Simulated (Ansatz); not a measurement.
# What TaSnO3 (Pm-3m) distorts into, part 2 of 3

Aim: this structure of TaSnO3 (Pm-3m) is to be tested for unstable modes, and one is followed downhill.

Ansatz 0.2.0; DFT PBEsol, scalar-relativistic, plane waves, PAW; PAW set soft_1.

So far, highest frequency on the path or at a solved wavevector (cm⁻¹): step 2 (phonons on a q mesh) 787. Also lowest frequency on the path (cm⁻¹): step 2 -57.1.

### Step 4. The mode frozen in, largest atomic shift 0.22 Å

The atoms are moved along the unstable eigenvector, the largest shift by 0.22 Å, with the cell fixed.

Input file input.yaml:

```yaml
crystal:
  lattice:
    - [4.0241795564, 0.0, 0.0]
    - [0.0, 4.0241795564, 0.0]
    - [0.0, 0.0, 8.0483591128]
  atoms:
    - { symbol: Ta, position: [0.5, 0.5, 0.25] }
    - { symbol: Ta, position: [0.5, 0.5, 0.75] }
    - { symbol: Sn, position: [0.0386571945, 0.0386571945, 0.0] }
    - { symbol: Sn, position: [-0.0386571945, -0.0386571945, 0.5] }
    - { symbol: O, position: [0.0, 0.5, 0.25] }
    - { symbol: O, position: [0.0, 0.5, 0.75] }
    - { symbol: O, position: [0.5, 0.0, 0.25] }
    - { symbol: O, position: [0.5, 0.0, 0.75] }
    - { symbol: O, position: [0.4896891427, 0.4896891427, 0.0] }
    - { symbol: O, position: [0.5103108573, 0.5103108573, 0.5] }
kpoints:
  mp_grid: { grid: [10, 10, 6] }
hamiltonian:
  xc: pbesol
  pseudopotentials: { kind: paw, azcp: { folder: soft_1 }, xc_functional: pbe }
scf:
  occupations: { method: methfessel_paxton, width: 0.2 }
output:
  forces: true
  stress: true
  eigenvalues: true
```

Run with:

```
ansatz run input.yaml --threads 4 --pin off --max-ram 10240MiB --backend cpu --events-out ev --progress --plain --runs-dir out
```

Numbers of over 12 decimals in the logs are rounded to 6 here.

What it wrote:

```text
[...]
Crystal: 10 atoms, lattice volume = 130.335 Å³
Basis set: ecut = 420 eV, 2547 PW (Γ), exchange–correlation on 54×54×108 points (8 copies of the dense FFT grid, shifted against one another)
Bands: 55, of which v1, the nominal top of the filled ones, is band 45 counted from 1 (44 counted from 0)
Symmetry: 8 space group operations
[...]
k-points: 124 of 600
[...]
k-point 0: bands = [... 41 lower, 9.3678, 9.4127, 10.9690, 12.7315, 12.9660, 12.9817, 13.0877, 13.2194, ... 6 higher]
  k-point 1: bands = [... 41 lower, 9.3614, 9.3733, 10.6676, 12.9255, 12.9729, 13.1637, 13.1737, 13.4861, ... 6 higher]
  k-point 2: bands = [... 41 lower, 9.3452, 9.3474, 10.0689, 12.9911, 13.0258, 13.5903, 13.6622, 14.1856, ... 6 higher]
  k-point 123: bands = [... 41 lower, 9.3924, 10.0370, 10.0370, 15.1468, 15.1468, 15.1679, 15.1679, 15.8473, ... 6 higher]
[key lines of the parts left out:]
SCF converged after 8 iterations
Free energy (F): -34884.475040 eV
Fermi energy:    13.771822 eV
P = ⅓ Tr σ = 0.7042 GPa (7.042 kbar)
```

Elapsed: 16 s, on 4 threads of Arm Neoverse V1, shared host; peak memory 0.91 GiB; 62 s of CPU time.

This step gave:

```
pressure                         : 0.7042 GPa
energy from the undistorted cell : -0.485 meV/atom
```

The energy, extrapolated to zero smearing, is -0.48 meV/atom against the undistorted cell.

The run ends at a pressure of 0.70 GPa, with forces up to 0.015 eV/Å.

### Step 5. Energy along the mode, all amplitudes (two of the runs are shown above)

An imaginary frequency means negative curvature, so the energy should fall and then rise again as anharmonic terms take over.

This step gave:

```
depth at the lowest point sampled  : 0.485 meV/atom
largest atomic shift at that point : 0.22 Å
```

Table of energy from the parent by largest atomic shift:

| largest atomic shift (Å) | energy from the parent (meV/atom) |
| --- | --- |
| 0.000 | 0 |
| 0.040 | -0.027 |
| 0.080 | -0.106 |
| 0.140 | -0.29 |
| 0.220 | -0.485 |
| 0.320 | 0.226 |
| 0.450 | 7.32 |

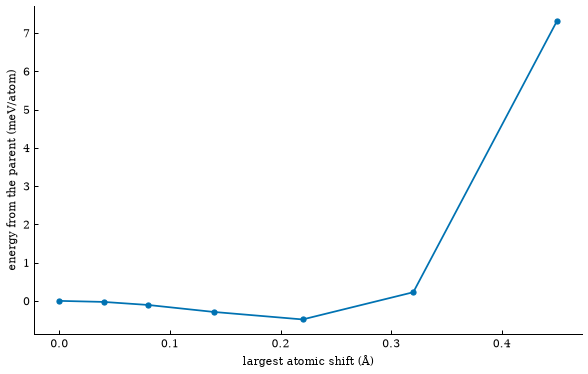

Energy from the parent against largest atomic shift.

Displacement at unit largest shift by atom:

| atom | x (Å) | y (Å) | z (Å) | size |
| --- | --- | --- | --- | --- |
| Ta1 | 0.000 | 0.000 | 0.000 | 0.000 |
| Ta2 | 0.000 | 0.000 | 0.000 | 0.000 |
| Sn3 | 0.707 | 0.707 | 0.000 | 1.000 |
| Sn4 | -0.707 | -0.707 | 0.000 | 1.000 |
| O5 | 0.000 | 0.000 | 0.000 | 0.000 |
| O6 | 0.000 | 0.000 | 0.000 | 0.000 |
| O7 | 0.000 | 0.000 | 0.000 | 0.000 |
| O8 | 0.000 | 0.000 | 0.000 | 0.000 |
| O9 | -0.189 | -0.189 | 0.000 | 0.267 |
| O10 | 0.189 | 0.189 | 0.000 | 0.267 |

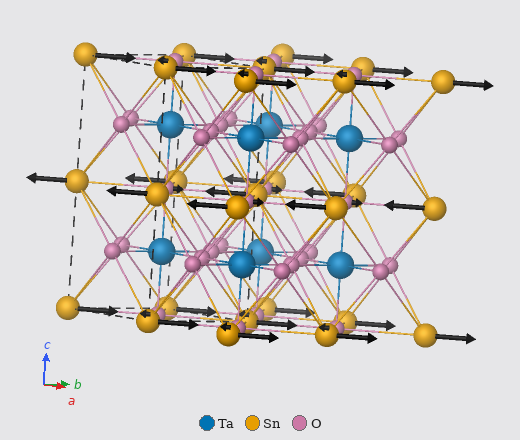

Displacement at unit largest shift as arrows, the longest 1.000 Å. 2×2×1 cells are drawn. Some periodic images of atoms are drawn too.

The lowest of the steps tried is at 0.22 Å, 0.485 meV/atom below the parent; the bottom of the well need not coincide with a step.

### Step 6. Relaxation from the frozen mode

Starting from the lowest point found, all atoms and the cell are let go, so that strain and other modes of the same symmetry can join in.

input.yaml, as its differences from that of step 4:

```diff
@@ -27 +27,10 @@
   eigenvalues: true
+  write_density: true
+  write_potential: true
+  elf: true
+  volumetric_format: npy
+relax:
+  adjacent_minimum: "off"
+  f_tol: 0.002
+  max_steps: 120
+  cell: { stress_tol: 0.03 }
```

What it wrote:

```text
[...]
Crystal: 10 atoms, lattice volume = 130.335 Å³
Basis set: ecut = 420 eV, 2547 PW (Γ), exchange–correlation on 54×54×108 points (8 copies of the dense FFT grid, shifted against one another)
Bands: 55, of which v1, the nominal top of the filled ones, is band 45 counted from 1 (44 counted from 0)
Symmetry: 8 space group operations
[...]
k-points: 124 of 600
[...]
SCF iter   1: F=—  HF=-34884.860834 eV  |F-HF|=—  |Δ(HF+E_count)|=         —  Δρ=4.77e-2  dr2=2.63e0  ethr=3.10e-3  ⟨swp⟩=5.2  Hψ=23153  notcnv=0
[...]
SCF iter   8: F=-34884.475040 eV  HF=-34884.475040 eV  |F-HF|=1.75e-8  |Δ(HF+E_count)|=   3.16e-8  S|Δr|=    0.00e0  Δρ=6.14e-6  dr2=5.30e-8  ethr=1.11e-10  ⟨swp⟩=13.4  Hψ=51135  notcnv=0
SCF 1 converged in 8 iterations: F = -34884.475040 eV  dr2 = 5.30e-8
[...]
relax step   1: F+E_penalty+E_count = -34884.47504028 eV  Δ(F+E_penalty+E_count) = +0.000e0 eV  max|allowed force component| = 1.053e-2 eV/Å  Δτ_max = 0.0000 Å  P = +0.704 GPa  Ω = 130.335 Å³  (8 SCF iters, dr2 threshold 1.00e-7 eV, accepted)
Crystal: 10 atoms, lattice volume = 130.964 Å³
Basis set: ecut = 420 eV, 2587 PW (Γ), exchange–correlation on 54×54×108 points (8 copies of the dense FFT grid, shifted against one another)
[...]
iter 1 solved again at ethr=9.76e-7 eV; its pass at ethr=3.10e-3 eV (dr2=8.78e-4 eV) is discarded
[...]
SCF iter   4: F=-34884.475626 eV  HF=-34884.475627 eV  |F-HF|=1.26e-7  |Δ(HF+E_count)|=   9.75e-7  S|Δr|=    0.00e0  Δρ=1.95e-5  dr2=4.43e-7  ethr=1.11e-9  ⟨swp⟩=11.9  Hψ=55061  notcnv=0
SCF 2 converged in 4 iterations: F = -34884.475626 eV  dr2 = 4.43e-7
  Residual-converged pass: ⟨swp⟩=1.0  Hψ=7321  notcnv=0  max |occ|·‖R‖ = 7.1e-9 eV (tolerance 1.0e-8 eV)  dr2=4.43e-7  dr2_onsite=1.25e-8  max |Δocc| = 5.6e-10
relax step   2: F+E_penalty+E_count = -34884.47562644 eV  Δ(F+E_penalty+E_count) = -5.862e-4 eV  max|allowed force component| = 1.269e-2 eV/Å  Δτ_max = 0.0088 Å  P = -0.258 GPa  Ω = 130.964 Å³  energy of the carried Pulay correction = -1.365e-3 eV  (4 SCF iters, dr2 threshold 1.00e-6 eV, accepted)
Crystal: 10 atoms, lattice volume = 130.882 Å³
Basis set: ecut = 420 eV, 2579 PW (Γ), exchange–correlation on 54×54×108 points (8 copies of the dense FFT grid, shifted against one another)
[...]
SCF iter   4: F=-34884.476226 eV  HF=-34884.476226 eV  |F-HF|=5.87e-8  |Δ(HF+E_count)|=   9.66e-8  S|Δr|=    0.00e0  Δρ=9.52e-6  dr2=1.42e-7  ethr=4.96e-10  ⟨swp⟩=11.4  Hψ=50914  notcnv=0
SCF 3 converged in 4 iterations: F = -34884.476226 eV  dr2 = 1.42e-7
relax step   3: F+E_penalty+E_count = -34884.47622619 eV  Δ(F+E_penalty+E_count) = -5.998e-4 eV  max|allowed force component| = 1.005e-2 eV/Å  Δτ_max = 0.0070 Å  P = -0.082 GPa  Ω = 130.882 Å³  energy of the carried Pulay correction = -1.187e-3 eV  (4 SCF iters, dr2 threshold 4.46e-7 eV, accepted)
[...]
relax step   4: F+E_penalty+E_count = -34884.47675531 eV  Δ(F+E_penalty+E_count) = -5.291e-4 eV  max|allowed force component| = 1.230e-2 eV/Å  Δτ_max = 0.0207 Å  P = +0.076 GPa  Ω = 130.879 Å³  energy of the carried Pulay correction = -1.181e-3 eV  (6 SCF iters, dr2 threshold 8.55e-8 eV, accepted)
[...]
relax step   5: F+E_penalty+E_count = -34884.47682304 eV  Δ(F+E_penalty+E_count) = -6.773e-5 eV  max|allowed force component| = 6.668e-3 eV/Å  Δτ_max = 0.0192 Å  P = +0.098 GPa  Ω = 130.966 Å³  energy of the carried Pulay correction = -1.370e-3 eV  (6 SCF iters, dr2 threshold 4.35e-8 eV, accepted)
[...]
relax step   6: F+E_penalty+E_count = -34884.47675351 eV  Δ(F+E_penalty+E_count) = +6.953e-5 eV  max|allowed force component| = 1.081e-4 eV/Å  Δτ_max = 0.0034 Å  P = +0.000 GPa  Ω = 131.028 Å³  energy of the carried Pulay correction = -1.504e-3 eV  (5 SCF iters, dr2 threshold 5.03e-8 eV, accepted)
[...]
relax step   7: F+E_penalty+E_count = -34884.47832166 eV  Δ(F+E_penalty+E_count) = -1.568e-3 eV  max|allowed force component| = 1.119e-4 eV/Å  Δτ_max = 0.0000 Å  P = +0.023 GPa  Ω = 131.028 Å³  stress off target by 4.39e-2 GPa  SCF on the basis re-selected at this cell (its energy is not comparable with the rows above)  (6 SCF iters)
[...]
relax step   8: F+E_penalty+E_count = -34884.47827989 eV  Δ(F+E_penalty+E_count) = +4.177e-5 eV  max|allowed force component| = 2.774e-4 eV/Å  Δτ_max = 0.0004 Å  P = -0.006 GPa  Ω = 131.049 Å³  energy of the carried Pulay correction = -4.726e-5 eV  (5 SCF iters, dr2 threshold 4.83e-9 eV, accepted)
[...]
SCF iter   5: F=-34884.478342 eV  HF=-34884.478342 eV  |F-HF|=7.28e-12  |Δ(HF+E_count)|=  4.51e-10  S|Δr|=    0.00e0  Δρ=1.92e-7  dr2=2.82e-11  ethr=1.00e-12  ⟨swp⟩=5.6  Hψ=34384  notcnv=0
SCF 9 converged in 5 iterations: F = -34884.478342 eV  dr2 = 2.82e-11
relax step   9: F+E_penalty+E_count = -34884.47834193 eV  Δ(F+E_penalty+E_count) = -6.204e-5 eV  max|allowed force component| = 2.749e-4 eV/Å  Δτ_max = 0.0000 Å  P = -0.006 GPa  Ω = 131.049 Å³  stress off target by 1.39e-2 GPa  SCF on the basis re-selected at this cell (its energy is not comparable with the rows above)  (5 SCF iters)
[...]
SCF converged after 5 iterations
[...]
Free energy (F): -34884.478342 eV
[...]
Internal energy: -34884.473580 eV  (E = F + TS)
E sigma→0 (E₀):  -34884.477152 eV
Entropy (-TS):   -0.004762 eV (-0.476 meV/atom)
Fermi energy:    13.681284 eV
[...]
--- Forces (eV/Å), atoms counted from 1 ---
  atom   1  Ta     0.00000000    -0.00000000    -0.00000000
  atom   2  Ta     0.00000000     0.00000000    -0.00000000
  atom   3  Sn     0.00019029     0.00019029    -0.00000000
  atom   4  Sn    -0.00019029    -0.00019029     0.00000000
  atom   5  O      0.00000000    -0.00000000     0.00000000
  atom   6  O      0.00000000     0.00000000     0.00000000
  atom   7  O      0.00000000    -0.00000000     0.00000000
  atom   8  O      0.00000000     0.00000000     0.00000000
  atom   9  O      0.00027494     0.00027494     0.00000000
  atom  10  O     -0.00027494    -0.00027494    -0.00000000
  max |Σ_I F_I| component: 6.94e-18 eV/Å
--- Stress (GPa, compression-positive) ---
       -0.001941      -0.007232       0.000000
       -0.007232      -0.001941      -0.000000
        0.000000      -0.000000      -0.013909
  P = ⅓ Tr σ = -0.0059 GPa (-0.059 kbar)
--- Band table (eV; the first three rows and the last of 124) ---
  k-point 0: bands = [... 41 lower, 9.2810, 9.3398, 10.8675, 12.5560, 12.8741, 12.8902, 13.0522, 13.2005, ... 6 higher]
  k-point 1: bands = [... 41 lower, 9.2749, 9.3084, 10.5746, 12.7532, 12.8811, 13.0765, 13.0985, 13.4793, ... 6 higher]
  k-point 2: bands = [... 41 lower, 9.2592, 9.2838, 9.9879, 12.8995, 12.9189, 13.4513, 13.5511, 14.1615, ... 6 higher]
  k-point 123: bands = [... 41 lower, 9.2880, 9.9631, 9.9631, 15.0495, 15.0495, 15.0940, 15.0940, 15.8093, ... 6 higher]
--- Relaxed structure (7 steps of the walk, 7 accepted, 2 SCFs on fresh bases) ---
  F+E_penalty+E_count = -34884.47834193 eV   max|allowed force component| = 2.749e-4 eV/Å   (the final SCF, on the basis selected at the relaxed cell)
  cell:  # Å, volume = 131.0493 Å³
    - [4.024975, -0.00712985, 0.0]
    - [-0.00712985, 4.024975, 0.0]
    - [0.0, 0.0, 8.089277]
  atoms:
    - { symbol: Ta, position: [0.500000, 0.500000, 0.250000] }
    - { symbol: Ta, position: [0.500000, 0.500000, 0.750000] }
    - { symbol: Sn, position: [0.048356, 0.048356, 0] }
    - { symbol: Sn, position: [-0.048356, -0.048356, 0.500000] }
    - { symbol: O, position: [1.0842021724855044e-19, 0.500000, 0.250000] }
    - { symbol: O, position: [1.0842021724855044e-19, 0.500000, 0.750000] }
    - { symbol: O, position: [0.500000, 1.0842021724855044e-19, 0.250000] }
    - { symbol: O, position: [0.500000, 1.0842021724855044e-19, 0.750000] }
    - { symbol: O, position: [0.489511, 0.489511, 0] }
    - { symbol: O, position: [0.510489, 0.510489, 0.500000] }
```

Run time: 2.7 min. Hardware: 4 threads; peak memory 0.97 GiB.

The steps of the relaxation:

| step | energy less that of the first step (eV) | largest force component (eV/Å) | pressure (GPa) | volume (Å³) |
| --- | --- | --- | --- | --- |
| 1 | 0.0000 | 0.0105 | 0.70 | 130.34 |
| 2 | -0.0006 | 0.0127 | -0.26 | 130.96 |
| 3 | -0.0012 | 0.0100 | -0.08 | 130.88 |
| 4 | -0.0017 | 0.0123 | 0.08 | 130.88 |
| 5 | -0.0018 | 0.0067 | 0.10 | 130.97 |
| 6 | -0.0017 | 0.0001 | 0.00 | 131.03 |
| 7* | -0.0033 | 0.0001 | 0.02 | 131.03 |
| 8 | -0.0032 | 0.0003 | -0.01 | 131.05 |
| 9* | -0.0033 | 0.0003 | -0.01 | 131.05 |

Relaxation steps marked * repeat the geometry before them on a plane-wave basis chosen anew for their cell, so energy and pressure can jump there.

Forces are held to the 8 operations that the run works with; a distortion that breaks them can't arise in this run.

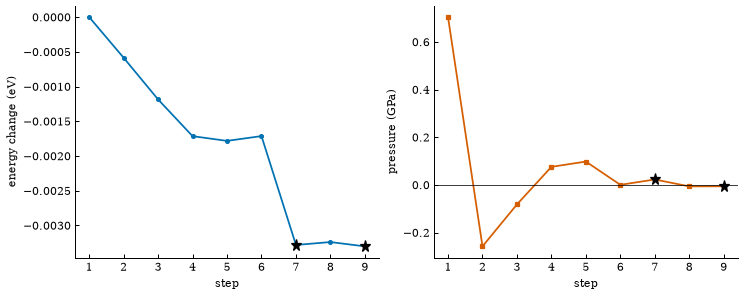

Energy and pressure along the relaxation. Stars mark steps on a basis chosen anew.

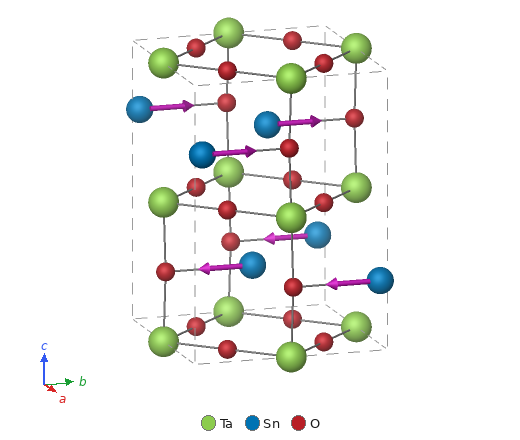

Displacements in the relaxation, exaggerated, measured against the changing cell; the longest in the cell stands for 0.06 Å. Some periodic images of atoms are drawn too.

| conventional cell, symmetrised | before | after | change |
| --- | --- | --- | --- |
| a (Å) | 5.691 | 5.702 | +0.2 % |
| b (Å) | 5.691 | 5.682 | -0.2 % |
| c (Å) | 8.048 | 8.089 | +0.5 % |
| volume (Å³/atom) | 13.03 | 13.10 | +0.5 % |

The atoms that moved most (Å, as changes of fractional coordinates times the final cell):

| atom | dx | dy | dz | length |
| --- | --- | --- | --- | --- |
| Sn3 | 0.039 | 0.039 | 0.000 | 0.055 |
| Sn4 | -0.039 | -0.039 | 0.000 | 0.055 |

The relaxed structure:

```cif
data_structure
_symmetry_space_group_name_H-M 'P 1'
_symmetry_Int_Tables_number 1
_cell_length_a 4.0250
_cell_length_b 4.0250
_cell_length_c 8.0893
_cell_angle_alpha 90.000
_cell_angle_beta 90.000
_cell_angle_gamma 90.203
_cell_volume 131.05
loop_
_atom_site_label
_atom_site_type_symbol
_atom_site_fract_x
_atom_site_fract_y
_atom_site_fract_z
_atom_site_occupancy
Ta1 Ta 0.50000 0.50000 0.25000 1
Ta2 Ta 0.50000 0.50000 0.75000 1
Sn3 Sn 0.04836 0.04836 0.00000 1
Sn4 Sn 0.95164 0.95164 0.50000 1
O5 O 0.00000 0.50000 0.25000 1
O6 O 0.00000 0.50000 0.75000 1
O7 O 0.50000 0.00000 0.25000 1
O8 O 0.50000 0.00000 0.75000 1
O9 O 0.48951 0.48951 0.00000 1
O10 O 0.51049 0.51049 0.50000 1
```

This step gave:

```
pressure        : -0.005930 GPa
volume per atom : 13.10 Å³
```

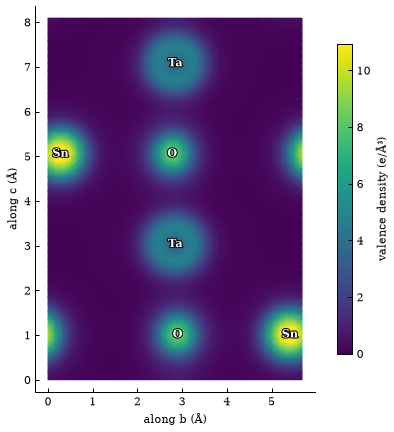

Valence density in the bc plane of the conventional cell at fractional x = 0.000, with atoms of Ta and Sn and O within 0.2 Å of it. It is the smooth field of the valence electrons, not physical close to the nuclei. The map starts off the cell's origin, so that atoms lie inside it.

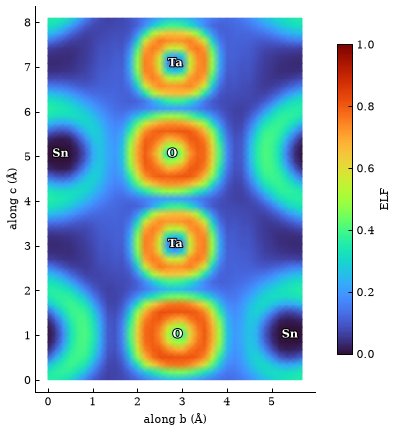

ELF in the bc plane of the conventional cell at fractional x = 0.000, with atoms of Ta and Sn and O within 0.2 Å of it. It is the smooth field of the valence electrons, not physical close to the nuclei. The map starts off the cell's origin, so that atoms lie inside it.

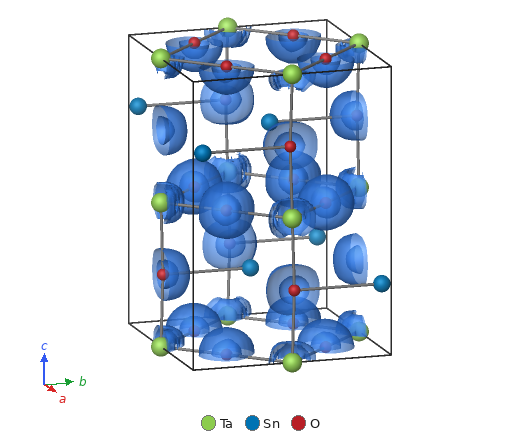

Surface of ELF = 0.74.

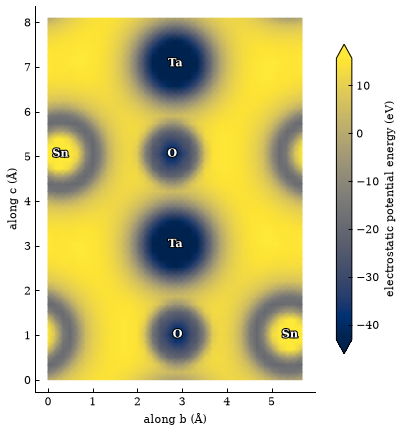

Electrostatic potential energy in the bc plane of the conventional cell at fractional x = 0.000, with atoms of Ta and Sn and O within 0.2 Å of it. With pseudopotentials it is smooth inside the atoms' cores, unlike the true potential. The map starts off the cell's origin, so that atoms lie inside it.

The distorted start has space group Cmcm; the relaxation ends in Cmcm.

### Step 7. The new phase in its own primitive cell

The relaxed structure is symmetrised, reduced to its primitive cell and relaxed tightly, as its phonons need.

Input file input.yaml:

```yaml
crystal:
  lattice:
    - [2.8511286553, -2.8410455203, 0.0]
    - [2.8511286553, 2.8410455203, 0.0]
    - [0.0, 0.0, 8.0892772481]
  atoms:
    - { symbol: Ta, position: [0.5, 0.5, 0.0] }
    - { symbol: Ta, position: [0.5, 0.5, 0.5] }
    - { symbol: Sn, position: [0.9516436415, 0.0483563585, 0.75] }
    - { symbol: Sn, position: [0.0483563585, 0.9516436415, 0.25] }
    - { symbol: O, position: [0.5, 0.0, 0.0] }
    - { symbol: O, position: [0.5, 0.0, 0.5] }
    - { symbol: O, position: [0.0, 0.5, 0.0] }
    - { symbol: O, position: [0.0, 0.5, 0.5] }
    - { symbol: O, position: [0.5104894576, 0.4895105424, 0.75] }
    - { symbol: O, position: [0.4895105424, 0.5104894576, 0.25] }
kpoints:
  mp_grid: { grid: [10, 10, 6] }
hamiltonian:
  xc: pbesol
  pseudopotentials: { kind: paw, azcp: { folder: soft_1 }, xc_functional: pbe }
scf:
  occupations: { method: methfessel_paxton, width: 0.2 }
output:
  forces: true
  stress: true
  eigenvalues: true
relax:
  adjacent_minimum: "off"
  f_tol: 0.001
  max_steps: 60
  cell: { stress_tol: 0.01 }
```

What it wrote:

```text
[...]
Crystal: 10 atoms, lattice volume = 131.049 Å³
Basis set: ecut = 420 eV, 2579 PW (Γ), exchange–correlation on 54×54×120 points (8 copies of the dense FFT grid, shifted against one another)
Bands: 55, of which v1, the nominal top of the filled ones, is band 45 counted from 1 (44 counted from 0)
Symmetry: 8 space group operations
[...]
k-points: 124 of 600
[...]
- { symbol: Sn, position: [0.048340, 0.951660, 0.250000] }
    - { symbol: O, position: [0.5, 2.7755575615628914e-17, 0] }
    - { symbol: O, position: [0.5, 2.7755575615628914e-17, 0.500000] }
    - { symbol: O, position: [2.7755575615628914e-17, 0.5, 0] }
    - { symbol: O, position: [2.7755575615628914e-17, 0.5, 0.500000] }
    - { symbol: O, position: [0.510404, 0.489596, 0.750000] }
    - { symbol: O, position: [0.489596, 0.510404, 0.250000] }
[key lines of the parts left out:]
SCF converged after 8 iterations
Free energy (F): -34884.478368 eV
Fermi energy:    13.681861 eV
P = ⅓ Tr σ = 0.0017 GPa (0.017 kbar)
```

Elapsed: 70 s, on 4 threads; peak memory 0.96 GiB.

Little changed from the start: no atom moved by 0.005 Å and no cell edge by 0.1 %.

This step gave:

```
pressure : 0.001742 GPa
```

The largest force component left is 0.11 meV/Å and the pressure is 0.002 GPa, within the tolerances set. The cell now holds 13.10 Å³/atom.

(Continued in part 3 of 3.)

[Logs are printed without paths, hosts, clocks, repeated set-up lines and the standing remarks that a program may print on its own settings, such as how far it seeks lower states.]

[Hosts, paths, dates, database ids (printed as entryN), source tags and the programs' standing remarks are cut or masked in the printed files.]
